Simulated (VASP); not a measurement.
Band structure of RuAl (CsCl type). All values below come from TPSS meta-GGA, VASP's PBE PAW potentials (set 64) (plane waves; VASP).

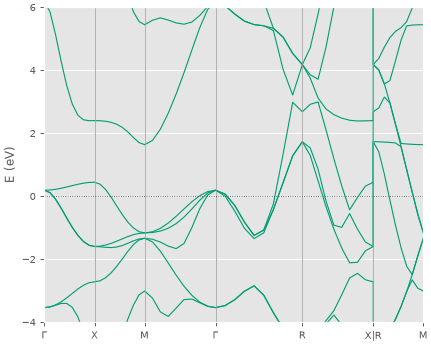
Figure. Bands along high-symmetry lines, zero at the valence-band maximum or, without a gap, the Fermi level

Problem. Read the plot: is there a gap, and where are the band edges?

Solution. It has no gap at this level: it comes out as a metal or semimetal.

The compound is RuAl in the CsCl type structure. It was relaxed first. The electron count is odd and the run is not spin-polarised, which forces a metal.
